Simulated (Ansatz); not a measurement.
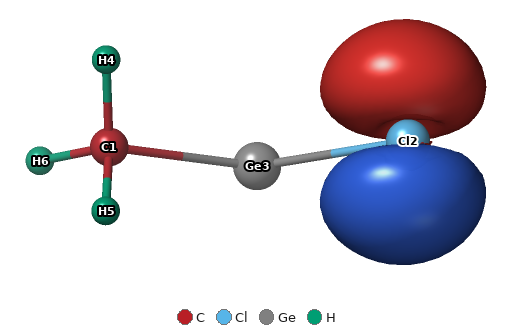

Figure. CH$_{3}$ClGe (SMILES [CH3][Ge][Cl]) (triplet). The HOMO (β) at ±0.2 Å⁻³ᐟ² (blue and red are the two phases), seen from one side.

Geometry: PBE0-D3(BJ)/def2-SVP.

The calculation used isolated molecule in a Gaussian basis; Kohn-Sham density functional theory, functional PBE0 in Ansatz 0.2.0.

The calculation's input:

```
crystal:
  periodic: [false, false, false]
  atoms:
    - {symbol: C, position_ang: [-0.072211, -0.741384, -0.213157]}
    - {symbol: Cl, position_ang: [1.358617, 2.369895, 0.542699]}
    - {symbol: Ge, position_ang: [-0.109254, 0.828119, 1.016709]}
    - {symbol: H, position_ang: [0.924909, -1.197944, -0.152548]}
    - {symbol: H, position_ang: [-0.290054, -0.384648, -1.228825]}
    - {symbol: H, position_ang: [-0.842198, -1.448549, 0.121893]}
basis:
  gaussian: {orbitals: def2-TZVPD}
magnetization: {spin_polarized: true, initial_magnetization: 2}
hamiltonian: {xc: {name: PBE0}}
output: {forces: true, orbitals: {seedname: orbitals}}
```

Launched as:

```sh
ansatz run input.yaml --threads 2 --pin off --max-ram 4350MiB --events-out events.jsonl --progress --plain --runs-dir runs
```

### Describe this orbital and give its energy.

By Hirshfeld shares it lies mainly on Cl2 (about 90 %); largely a lone pair of Cl2. Its energy is −9.12 eV.
